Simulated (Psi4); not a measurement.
# One shape, several levels: triplet SiH4

Aim: a comparison of 5 runs (UHF/STO-3G, UHF/3-21G, U-r2SCAN/cc-pVTZ, UBHLYP/cc-pVTZ, UHSE06/cc-pVTZ) of triplet SiH4. 

Program for the calculation: Psi4 1.11.

3 further runs of the same task are left out: 3 that didn't finish.

### Step 1. The system as given

SiH4: 5 atoms, total charge 0, spin state triplet. As SMILES of the parent species, `[SiH4]`. The shape is that of a PBE0-D4/def2-TZVP optimisation. That shape belongs to the parent species and isn't relaxed for this state.

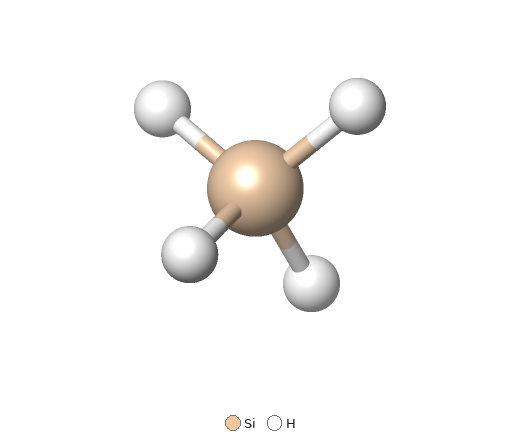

The structure, seen from a chosen angle (silicon light orange, hydrogen white).

### Step 2. The energy at UHF/STO-3G (run 1)

The input, h4si.py:

```python
import psi4

psi4.set_memory(1600000000)
psi4.set_num_threads(1)
psi4.core.set_output_file('run.log', False)

geom = psi4.geometry("""
0 3
Si     0.000000     0.000000    -0.000100
H      0.967600    -0.688400     0.890900
H     -1.331000     0.044900     0.656000
H     -0.105100    -0.740300    -1.282600
H      0.468500     1.383800    -0.264200
symmetry c1
no_reorient
no_com
""")

psi4.set_options({
    'basis': 'STO-3G',
    'reference': 'uhf',
    'puream': True,
    'e_convergence': 1e-09,
    'd_convergence': 1e-08,
    'scf_type': 'pk',
    'maxiter': 100,
})

e_tot = psi4.energy('hf')
print(f'total energy {e_tot:.8f} hartree = {e_tot * 27.211386:.5f} eV')
```

Command:

```console
$ python h4si.py
```

run.log:

```text
[...]
  Running in c1 symmetry.
[...]
  Nuclear repulsion =   21.270588269772578
[...]
  Multiplicity = 3
[...]
  Nalpha       = 10
  Nbeta        = 8
[...]
    Number of basis functions: 13
[...]
   @UHF iter   1:  -287.32938094010842   -8.48145e-01   1.12027e-02 DIIS/ADIIS
[...]
   @UHF iter  19:  -287.40294566340077   -2.84217e-13   7.13404e-09 DIIS
[...]
   @S^2 Observed:                2.001923376E+00
[...]
    Orbital Energies [Eh]
    ---------------------
    Alpha Occupied:
       1A    -67.919125     2A     -5.921890     3A     -3.944275
       4A     -3.941752     5A     -3.935338     6A     -0.731662
       7A     -0.538069     8A     -0.473632     9A     -0.418315
      10A      0.094588
    Alpha Virtual:
      11A      0.455076    12A      0.530055    13A      0.537955
    Beta Occupied:
       1A    -67.909823     2A     -5.904843     3A     -3.926565
[...]
  @UHF Final Energy:  -287.40294566340077
   => Energetics <=
    Nuclear Repulsion Energy =             21.2705882697725777
    One-Electron Energy =                -442.6869682077415291
    Two-Electron Energy =                 134.0134342745681693
    Total Energy =                       -287.4029456634007715
  UHF NO Occupations:
  HONO-2 :    8  A 1.9991991
  HONO-1 :    9  A 1.0000000
[...]
 Multipole Moments:
 ------------------------------------------------------------------------------------
     Multipole            Electronic (a.u.)      Nuclear  (a.u.)        Total (a.u.)
 ------------------------------------------------------------------------------------
 L = 1.  Multiply by 2.5417464519 to convert [e a0] to [Debye]
 Dipole X            :          0.0557427            0.0000000            0.0557427
 Dipole Y            :          0.0986657            0.0000000            0.0986657
 Dipole Z            :         -0.2345227           -0.0024566           -0.2369794
 Magnitude           :                                                    0.2626812
[...]
```

On the terminal:

```text
total energy -287.40294566 hartree = -7820.63249 eV
```

It took 1.9 s on 1 thread of Intel Xeon Platinum 8223CL at 3.00GHz (Skylake/Cascade Lake), shared host; peak memory 0.18 GiB.

### Step 3. Energy and gradient at UHF/3-21G (run 2)

The input, run.py:

```python
import psi4

psi4.set_memory(1600000000)
psi4.set_num_threads(1)
psi4.set_output_file('h4si.out', False)

molecule = psi4.geometry("""
0 3
Si
H 1 1.484596
H 1 1.484602 2 109.45802
H 1 1.484553 2 109.4747 3 -119.99887
H 1 1.484636 4 109.47908 2 120.00375
units angstrom
symmetry c1
""")

psi4.set_options({
    'reference': 'uhf',
    'puream': True,
    'e_convergence': 1e-09,
    'd_convergence': 1e-08,
    'scf_type': 'pk',
    'maxiter': 100,
})

e, wfn = psi4.gradient('hf/3-21G', return_wfn=True)
psi4.oeprop(wfn, 'MULLIKEN_CHARGES', 'MAYER_INDICES', 'DIPOLE', title='HF')
print('gradient / Eh bohr^-1')
print(e.np.round(6))
print(f'energy = {wfn.energy():.10f} Eh')
```

Command:

```console
$ python run.py
```

h4si.out (excerpt; [...] marks lines left out):

```text
[...]
  Running in c1 symmetry.
[...]
  Nuclear repulsion =   21.270587480828532
[...]
  Multiplicity = 3
[...]
  Nalpha       = 10
  Nbeta        = 8
[...]
    Number of basis functions: 21
[...]
   @UHF iter   1:  -289.30905116316916   -1.66540e-01   6.48988e-03 ADIIS/DIIS
[...]
   @UHF iter  23:  -289.33785191378274    1.13687e-13   7.73000e-09 DIIS
[...]
   @S^2 Observed:                2.089131730E+00
[...]
  @UHF Final Energy:  -289.33785191378274
   => Energetics <=
    Nuclear Repulsion Energy =             21.2705874808285316
    One-Electron Energy =                -442.7090601620226380
    Two-Electron Energy =                 132.1006207674114421
    Total Energy =                       -289.3378519137826856
  UHF NO Occupations:
  HONO-2 :    8  A 1.9601498
  HONO-1 :    9  A 1.0000000
[...]
  -Total Gradient:
     Atom            X                  Y                   Z
    ------   -----------------  -----------------  -----------------
       1       -0.000030971482     0.163209571796     0.115447995593
       2       -0.000001333409    -0.062205862807    -0.077580793646
       3        0.000006076297    -0.093874439938    -0.032813974654
       4        0.000265597745    -0.003560857367    -0.002519428314
       5       -0.000239369150    -0.003568411685    -0.002533798979
[...]
 Multipole Moments:
 ------------------------------------------------------------------------------------
     Multipole            Electronic (a.u.)      Nuclear  (a.u.)        Total (a.u.)
 ------------------------------------------------------------------------------------
 L = 1.  Multiply by 2.5417464519 to convert [e a0] to [Debye]
 Dipole X            :         -0.0002730            0.0001718           -0.0001012
 Dipole Y            :          0.9129893            0.0002782            0.9132675
 Dipole Z            :          0.6457753            0.0002458            0.6460211
 Magnitude           :                                                    1.1186603
[...]
  Mulliken Charges: (a.u.)
   Center  Symbol    Alpha    Beta     Spin     Total
       1    SI     7.45097  6.52518  0.92578  0.02385
       2     H     0.81381  0.13983  0.67398  0.04635
       3     H     0.81381  0.13983  0.67398  0.04636
[...]
```

On the terminal:

```text
gradient / Eh bohr^-1
[[-3.10000e-05  1.63210e-01  1.15448e-01]
 [-1.00000e-06 -6.22060e-02 -7.75810e-02]
 [ 6.00000e-06 -9.38740e-02 -3.28140e-02]
 [ 2.66000e-04 -3.56100e-03 -2.51900e-03]
 [-2.39000e-04 -3.56800e-03 -2.53400e-03]]
energy = -289.3378519138 Eh
```

It took 2.1 s on 1 thread of Intel Xeon Platinum 8223CL at 3.00GHz (Skylake/Cascade Lake), shared host; peak memory 0.18 GiB.

Runs 3 to 4 aren't shown in full; the table further down has their settings and results.

### Step 4. Energy and gradient at UHSE06/cc-pVTZ (run 5)

The input, h4si.in:

```
memory 1.6 GB

molecule system {
  0 3
  Si
  H 1 1.484596
  H 1 1.484602 2 109.45802
  H 1 1.484553 2 109.4747 3 -119.99887
  H 1 1.484636 4 109.47908 2 120.00375
  symmetry c1
  no_reorient
  no_com
}

set {
  basis cc-pVTZ
  reference uks
  puream true
  e_convergence 1e-09
  d_convergence 1e-08
  scf_type pk
  dft_radial_points 99
  dft_spherical_points 590
  maxiter 100
}

e, wfn = gradient("hse06", return_wfn=True)
print_variables()
```

Command:

```console
$ psi4 -n 1 h4si.in h4si.out
```

h4si.out:

```text
[...]
  Running in c1 symmetry.
[...]
  Nuclear repulsion =   21.270587480828532
[...]
  Multiplicity = 3
[...]
  Nalpha       = 10
  Nbeta        = 8
[...]
    Number of basis functions: 90
[...]
   @UKS iter   1:  -291.40350262428382    1.35013e-02   3.25023e-03 DIIS/ADIIS
[...]
   @UKS iter  26:  -291.45640368520156    5.39842e-10   8.95960e-09 DIIS
[...]
   @S^2 Observed:                2.014667425E+00
[...]
    Orbital Energies [Eh]
    ---------------------
    Alpha Occupied:
       1A    -66.291444     2A     -5.350821     3A     -3.690148
       4A     -3.682618     5A     -3.682532     6A     -0.604105
       7A     -0.438373     8A     -0.397908     9A     -0.374252
      10A     -0.048339
    Alpha Virtual:
      11A     -0.006629    12A      0.000716    13A      0.021659
      14A      0.133316    15A      0.148837    16A      0.153321
      17A      0.166654    18A      0.174134    19A      0.215008
      20A      0.270186    21A      0.282390    22A      0.286189
      23A      0.369572    24A      0.500928    25A      0.518196
[...]
  @UKS Final Energy:  -291.45640368520156
   => Energetics <=
    Nuclear Repulsion Energy =             21.2705874808285316
    One-Electron Energy =                -444.7896962221630588
    Two-Electron Energy =                 149.0963637707179146
    DFT Exchange-Correlation Energy =     -17.0336587145849450
    Empirical Dispersion Energy =           0.0000000000000000
    VV10 Nonlocal Energy =                  0.0000000000000000
    Total Energy =                       -291.4564036852015647
[...]
 Multipole Moments:
 ------------------------------------------------------------------------------------
     Multipole            Electronic (a.u.)      Nuclear  (a.u.)        Total (a.u.)
 ------------------------------------------------------------------------------------
 L = 1.  Multiply by 2.5417464519 to convert [e a0] to [Debye]
 Dipole X            :         -0.0003031            0.0001718           -0.0001313
 Dipole Y            :          0.5597634            0.0002782            0.5600416
 Dipole Z            :          0.3956284            0.0002458            0.3958742
 Magnitude           :                                                    0.6858302
[...]
  -Total Gradient:
     Atom            X                  Y                   Z
    ------   -----------------  -----------------  -----------------
       1       -0.000038627100     0.091512858281     0.064652814053
       2       -0.014146248367    -0.039773162221    -0.049817863300
       3        0.014154349740    -0.060290446897    -0.020881041321
       4        0.001507621824    -0.003886799264     0.014580017713
       5       -0.001477306835     0.012439485581    -0.008532414149
[...]
```

Run time: 1.9 min. Hardware: 1 thread of Intel Xeon Platinum 8223CL at 3.00GHz (Skylake/Cascade Lake), shared host; peak memory 0.95 GiB.

### Step 5. All runs side by side

| run | level | task | properties | energy (Eh) | dipole moment (D) | ⟨S²⟩ | wall time |
| --- | --- | --- | --- | --- | --- | --- | --- |
| 1 | UHF/STO-3G | energy | – | -287.402946 | 0.67 | 2.002 | 1.9 s |
| 2 | UHF/3-21G | gradient | (mulliken, mayer, dipole) | -289.337852 | 2.84 | 2.089 | 2.1 s |
| 3 | U-r2SCAN/cc-pVTZ | gradient | – | -291.545676 | 1.52 | 2.017 | 1.8 min |
| 4 | UBHLYP/cc-pVTZ | energy | – | -291.555051 | 2.63 | 2.032 | 50 s |
| 5 | UHSE06/cc-pVTZ | gradient | – | -291.456404 | 1.74 | 2.015 | 1.9 min |

### Step 6. Outcome

| quantity | value |
| --- | --- |
| run 5: total energy | -291.45640 Eh |
| run 5: dipole moment | 1.74 D |
| run 5: HOMO energy (highest over α and β) | -1.32 eV |
| run 5: ⟨S²⟩ | 2.015 |
| run 5: largest force on an atom | 5.762 eV/Å |

What this shows: The dipole moment (its size) runs from 0.67 D (UHF/STO-3G) to 2.84 D (UHF/3-21G). The two dipoles point in opposite directions. Totals of different functionals can't be ranked against each other. In run 1 the basis is minimal, so the values are rough. All runs together took 4.7 min, the longest 1.9 min.
